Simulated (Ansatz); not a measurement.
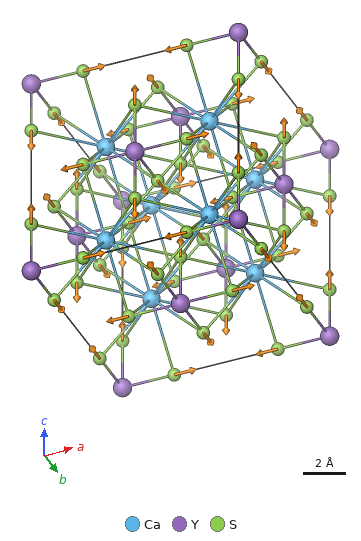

A relaxation of a crystal of Ca₂YS₆ (a generated structure, set up in Fm-3m) (coarse preliminary run). The starting structure is drawn; orange arrows show the displacements (the part carried along by the change of the cell is left out), 5 times their true length.

The picture is a ball-and-stick view of the conventional cell (4 times the calculation's cell), seen from a free direction. Lengths and directions refer to the drawn axes.

Theory: DFT PBE, scalar-relativistic, plane waves, PAW in Ansatz.

Input file:
```yaml
crystal:
  lattice:
    - [0.0, 5.43503339, 5.43503339]
    - [5.43503339, 0.0, 5.43503339]
    - [5.43503339, 5.43503339, 0.0]
  atoms:
    - { symbol: Ca, position: [0.25, 0.25, 0.25] }
    - { symbol: Ca, position: [0.75, 0.75, 0.75] }
    - { symbol: "Y", position: [0.0, 0.0, 0.0] }
    - { symbol: S, position: [0.75, 0.25, 0.25] }
    - { symbol: S, position: [0.25, 0.75, 0.75] }
    - { symbol: S, position: [0.25, 0.75, 0.25] }
    - { symbol: S, position: [0.75, 0.25, 0.75] }
    - { symbol: S, position: [0.25, 0.25, 0.75] }
    - { symbol: S, position: [0.75, 0.75, 0.25] }
basis:
  ecutwfc: 420
kpoints:
  mp_grid: { grid: [4, 4, 4] }
hamiltonian:
  xc: pbe
scf:
  occupations: { method: gaussian, width: 0.1 }
  lower_state_search: "off"
output:
  forces: true
  stress: true
  eigenvalues: true
relax:
  adjacent_minimum: "off"
  f_tol: 0.04
  max_steps: 70
  cell: { stress_tol: 0.4 }
```

Launched with:
```bash
ansatz run input.yaml --threads 1 --pin off --max-ram 2048MiB --backend cpu --events-out ev --progress --plain --runs-dir out
```

**Atoms of which element are displaced furthest, and by how much?**

Sulfur: up to 0.24 Å, against 0.00 Å for calcium.

**Describe the change and its energy.**

After 6 accepted moves (7 points after the start) the energy has fallen by 453 meV per atom. Largest force component: 0.011 eV/Å at the start, 0.00058 eV/Å at the end. Pressure: −6.85 GPa at the start and −0.01 GPa at the end. The SCF was repeated once at an unchanged geometry on a basis and grid sized afresh for the cell, which shifted the energy by 0.2 meV per atom at most. The largest moves relative to the cell, 0.24 Å, are those of S4, S5, S6, S7, S8 and S9. S5 goes along −a. Ca and Y stay in place. The drawn cell changes as follows: a = b = c 10.870 → 9.360 Å (−13.9 %); the volume changes by −36.2 %. Some distances before and after: Ca1–S4 3.843 → 3.318 Å, Y3–S4 2.718 → 2.581 Å. The space group stays Fm-3m (No. 225).
